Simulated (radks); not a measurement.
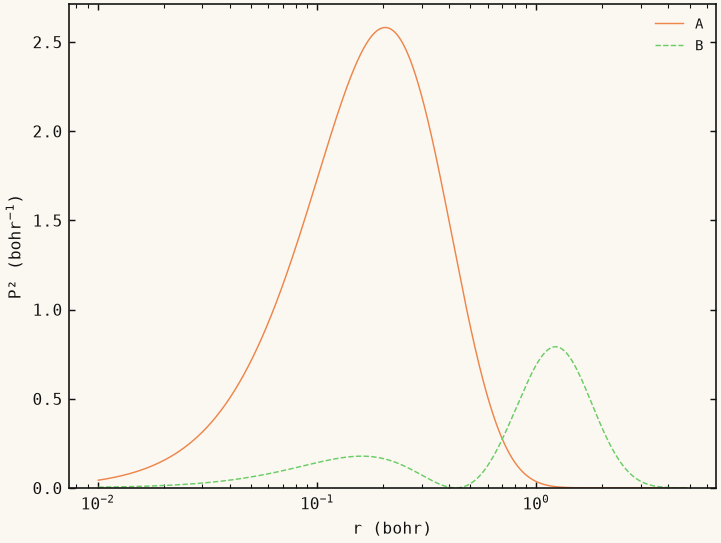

B³⁺ (Z = 5, 2 electrons) in the configuration 1s1.5 2s0.5 (1s: 1 up, 0.5 down, 2s: 0.5 up, 0 down). All numbers are computed, not measured: non-relativistic Kohn-Sham, RPBE, spin-polarised, spherical densities, point nucleus (the in-house radial solver radks).

The plot shows the radial probability densities P² of 1s up and 2s up.

Which curve belongs to which orbital?

Answer. A is 1s up; B is 2s up. 1s up: outer maximum at 0.204 bohr, ⟨r⟩ = 0.314 bohr, 0 nodes, eigenvalue −258.2 eV; 2s up: outer maximum at 1.22 bohr, ⟨r⟩ = 1.43 bohr, 1 node, eigenvalue −49.4 eV.
